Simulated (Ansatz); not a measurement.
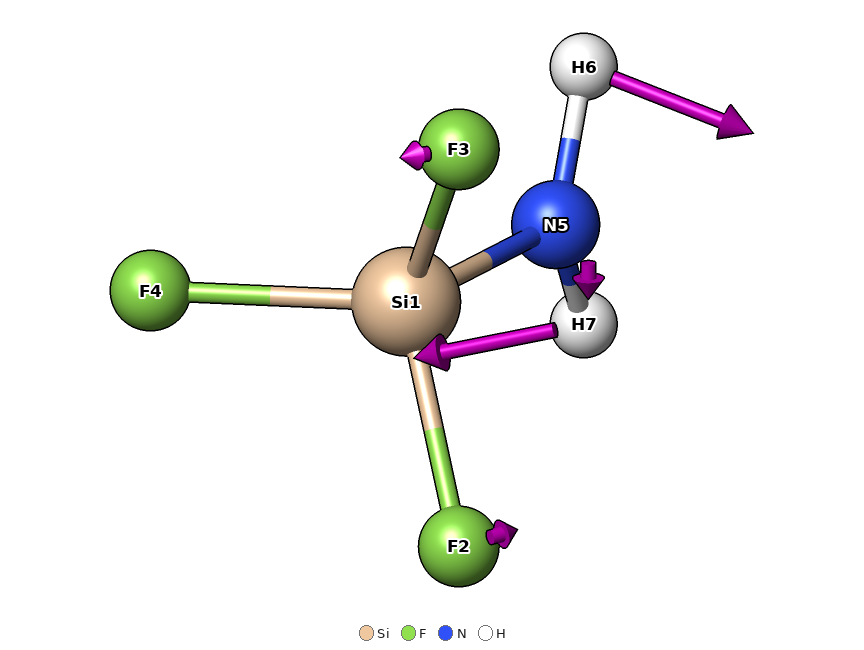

The arrows show one normal mode. Harmonic vibrations computed with RKS PBE0-D4/def2-TZVP (Ansatz 0.2.0) at a stationary point of the same level.

### Estimate its harmonic wavenumber.

311 cm⁻¹; it is mode 4 of 15 counted from the lowest.
